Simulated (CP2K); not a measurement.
# SF2 (sulfur difluoride) at RM1

What is the energy difference between two shapes of SF2 (sulfur difluoride) at RM1? 

The calculation is run with CP2K 2026.2.

1 further run of the same task is left out (set aside as unsound or not needed).

## Step 1: Starting point

SF2: 3 atoms, total charge 0, spin state singlet. SMILES: `FSF`. Geometry: relaxed at GFN2-xTB.

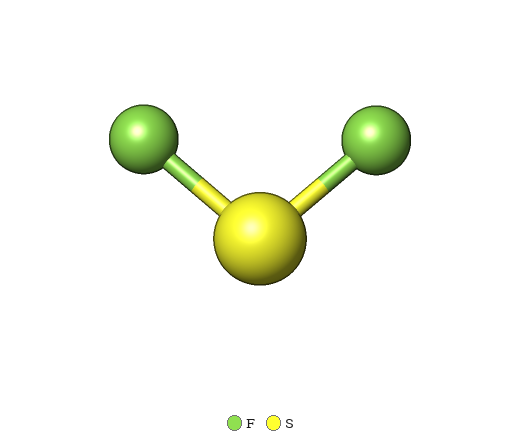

Viewed from a chosen angle; fluorine green, sulfur yellow.

## Step 2: Energy and forces at RM1

The input, molecule.xyz:

```xyz
3

F      0.454740     1.131520     0.375070
S     -0.626960     0.131720    -0.328340
F      0.172220    -1.263230    -0.046730
```

The input, calc.inp:

```
&GLOBAL
    PROJECT calc
    RUN_TYPE ENERGY_FORCE
    PRINT_LEVEL MEDIUM
&END GLOBAL

&FORCE_EVAL
    METHOD Quickstep
    &DFT
        &QS
            METHOD RM1
            EPS_DEFAULT 1.0E-10
            &SE
                &COULOMB
                    CUTOFF [angstrom] 50
                    RC_RANGE [angstrom] 0
                &END COULOMB
                &EXCHANGE
                    CUTOFF [angstrom] 50
                    RC_RANGE [angstrom] 0
                &END EXCHANGE
            &END SE
        &END QS
        &POISSON
            PERIODIC NONE
            POISSON_SOLVER ANALYTIC
        &END POISSON
        # self-consistent field
        &SCF
            SCF_GUESS ATOMIC
            EPS_SCF 1.0E-06
            MAX_SCF 80
            ADDED_MOS 4
            &DIAGONALIZATION
                ALGORITHM STANDARD
            &END DIAGONALIZATION
            &MIXING
                METHOD DIRECT_P_MIXING
                ALPHA 0.4
            &END MIXING
        &END SCF
        &PRINT
            &MOMENTS
                PERIODIC F
                REFERENCE COM
                MAX_MOMENT 1
            &END MOMENTS
            &MO ON
                ENERGIES T
                OCCUPATION_NUMBERS T
                NDIGITS 6
                &EACH
                    QS_SCF 0
                &END EACH
                ADD_LAST NUMERIC
            &END MO
            &HIRSHFELD OFF
            &END HIRSHFELD
        &END PRINT
    &END DFT
    # atoms, cell and kinds
    &SUBSYS
        # vacuum box
        &CELL
            ABC 9.1 10.4 8.7
            PERIODIC NONE
        &END CELL
        &TOPOLOGY
            COORD_FILE_NAME molecule.xyz
            COORD_FILE_FORMAT XYZ
            &CENTER_COORDINATES
            &END CENTER_COORDINATES
        &END TOPOLOGY
    &END SUBSYS
    # extra output
    &PRINT
        &FORCES ON
        &END FORCES
    &END PRINT
&END FORCE_EVAL
```

Command:

```console
$ OMP_NUM_THREADS=1 cp2k.psmp calc.inp > calc.out
```

What it wrote (excerpt; [...] marks lines left out):

```text
CP2K| version string:                                       CP2K version 2026.2
[...]
 GLOBAL| Method name                                                        CP2K
[...]
 GLOBAL| Run type                                                   ENERGY_FORCE
[...]
 *** WARNING in qs_environment.F:2210 :: More added MOs requested than     ***
 *** available. The full set of unoccupied MOs will be used. Use           ***
 *** 'ADDED_MOS -1' to always use all available MOs and to get rid of this ***
[...]
                             - Atoms:                                          3
[...]
                             - Spherical basis functions:                     12
[...]
 Number of electrons:                                                         20
[...]
     1 P_Mix/Diag. 0.40E+00    0.0     1.07490837       -40.7689017222 -4.08E+01
[...]
    14 DIIS/Diag.  0.19E-06    0.0     0.00000039       -42.7218943342 -3.17E-11
  *** SCF run converged in    14 steps ***
  Core-core repulsion energy [eV]:                            915.16378737744958
  Core Hamiltonian energy [eV]:                             -1972.40225345661975
  Two-electron integral energy [eV]:                         -210.56679945785814
  Electronic energy [eV]:                                   -2077.68565318554874
  Total energy [eV]:                                        -1162.52186580809939
  Atomic reference energy [eV]:                              1159.09521495672584
  Heat of formation [kcal/mol]:                               -79.02045212209019
[...]
 SE_DIPOLE| Moment [Debye]          1.68135689      -0.35292111       0.88056417
 SE_DIPOLE| Derivative [a.u.]       0.00000000       0.00000000       0.00000000
 ENERGY| Total FORCE_EVAL ( QS ) energy [hartree]            -42.721894334234939
 FORCES| Atomic forces [hartree/bohr]
 FORCES|   Atom     x               y               z               |f|
 FORCES|      1 -1.10403194E-02 -1.53400277E-02 -7.75238383E-03   2.04280336E-02
 FORCES|      2  1.79827314E-02 -3.72891168E-03  9.42305885E-03   2.06416436E-02
 FORCES|      3 -6.94241205E-03  1.90689394E-02 -1.67067503E-03   2.03620404E-02
 FORCES| Sum     0.00000000E+00 -6.66133815E-16  2.22044605E-16
 FORCES| Total atomic force                                       7.02166694E-16
[...]
```

Wall time 0.22 s (1 thread of Arm Neoverse V2, shared host).

## Step 3: The distorted shape at the same level

The input, molecule.xyz:

```xyz
3

F      0.389106     1.164166     0.332213
S     -0.614277     0.117853    -0.352748
F      0.107105    -1.336305     0.032081
```

The input, gas.inp:

```
&GLOBAL
  PROJECT gas
  RUN_TYPE ENERGY_FORCE
  PRINT_LEVEL MEDIUM
&END

&FORCE_EVAL
  METHOD Quickstep
  &DFT
    CHARGE 0
    MULTIPLICITY 1
    &QS
      METHOD RM1
      EPS_DEFAULT 1.0E-10
      &SE
        &COULOMB
          CUTOFF [angstrom] 50
          RC_RANGE [angstrom] 0
        &END
        &EXCHANGE
          CUTOFF [angstrom] 50
          RC_RANGE [angstrom] 0
        &END
      &END
    &END
    &POISSON
      PERIODIC NONE
      POISSON_SOLVER ANALYTIC
    &END
    &SCF
      SCF_GUESS ATOMIC
      EPS_SCF 1.0E-06
      MAX_SCF 80
      ADDED_MOS 4
      &DIAGONALIZATION
        ALGORITHM STANDARD
      &END
      &MIXING
        METHOD DIRECT_P_MIXING
        ALPHA 0.4
      &END
    &END
    &PRINT
      &MOMENTS
        PERIODIC F
        REFERENCE COM
        MAX_MOMENT 1
      &END
      &MO ON
        ENERGIES T
        OCCUPATION_NUMBERS T
        NDIGITS 6
        &EACH
          QS_SCF 0
        &END
        ADD_LAST NUMERIC
      &END
      &HIRSHFELD OFF
      &END
    &END
  &END
  &SUBSYS
    &CELL
      ABC [angstrom] 9 10.5 8.7
      PERIODIC NONE
    &END
    &TOPOLOGY
      COORD_FILE_NAME molecule.xyz
      COORD_FILE_FORMAT XYZ
      &CENTER_COORDINATES
      &END
    &END
  &END
  &PRINT
    &FORCES ON
    &END
  &END
&END
```

Command:

```console
$ OMP_NUM_THREADS=1 cp2k.psmp -i gas.inp > gas.out 2>&1
```

What it wrote (excerpt; [...] marks lines left out):

```text
CP2K| version string:                                       CP2K version 2026.2
[...]
 GLOBAL| Method name                                                        CP2K
[...]
 GLOBAL| Run type                                                   ENERGY_FORCE
[...]
 *** WARNING in qs_environment.F:2210 :: More added MOs requested than     ***
 *** available. The full set of unoccupied MOs will be used. Use           ***
 *** 'ADDED_MOS -1' to always use all available MOs and to get rid of this ***
[...]
                             - Atoms:                                          3
[...]
                             - Spherical basis functions:                     12
[...]
 Number of electrons:                                                         20
[...]
     1 P_Mix/Diag. 0.40E+00    0.0     1.08401271       -40.7719167042 -4.08E+01
[...]
    15 DIIS/Diag.  0.12E-06    0.0     0.00000019       -42.7193612978 -1.56E-12
  *** SCF run converged in    15 steps ***
  Core-core repulsion energy [eV]:                            905.90616238389441
  Core Hamiltonian energy [eV]:                             -1972.15840516058438
  Two-electron integral energy [eV]:                         -192.40139121078656
  Electronic energy [eV]:                                   -2068.35910076597747
  Total energy [eV]:                                        -1162.45293838208340
  Atomic reference energy [eV]:                              1159.09521495672584
  Heat of formation [kcal/mol]:                               -77.43094779158289
[...]
 SE_DIPOLE| Moment [Debye]          1.44979928      -0.46268778       0.89339517
 SE_DIPOLE| Derivative [a.u.]       0.00000000       0.00000000       0.00000000
 ENERGY| Total FORCE_EVAL ( QS ) energy [hartree]            -42.719361297826964
 FORCES| Atomic forces [hartree/bohr]
 FORCES|   Atom     x               y               z               |f|
 FORCES|      1 -8.47051212E-04 -1.30121257E-02 -1.16985872E-03   1.30920388E-02
 FORCES|      2  9.26331450E-03 -2.08232166E-02  4.83672916E-03   2.32982680E-02
 FORCES|      3 -8.41626329E-03  3.38353423E-02 -3.66687044E-03   3.50586624E-02
 FORCES| Sum    -3.33066907E-16 -6.66133815E-16  0.00000000E+00
 FORCES| Total atomic force                                       7.44760246E-16
[...]
```

It took 0.24 s on 1 thread of Arm Neoverse V2, shared host.

## Step 4: Summary of results

Level: RM1.

```
                                                  quantity           value
                                 first shape: total energy    -42.72189 Eh
                                first shape: dipole moment          1.93 D
                                  first shape: HOMO energy        -9.92 eV
                                  first shape: LUMO energy         0.50 eV
                                first shape: HOMO–LUMO gap        10.43 eV
    first shape: heat of formation at this unrelaxed shape  -79.0 kcal/mol
                     first shape: largest force on an atom      1.061 eV/Å
                             distorted shape: total energy    -42.71936 Eh
                            distorted shape: dipole moment          1.76 D
                              distorted shape: HOMO energy        -9.93 eV
                              distorted shape: LUMO energy         0.21 eV
                            distorted shape: HOMO–LUMO gap        10.14 eV
distorted shape: heat of formation at this unrelaxed shape  -77.4 kcal/mol
                 distorted shape: largest force on an atom      1.803 eV/Å
                    energy change with the atoms displaced        0.069 eV
```

With the atoms displaced the energy rises by 0.07 eV (1.6 kcal/mol). The first shape isn't relaxed at this level, so the change isn't measured from a minimum. The largest force (first shape) is 1.06 eV/Å: the shape isn't a stationary point for this species at this level.
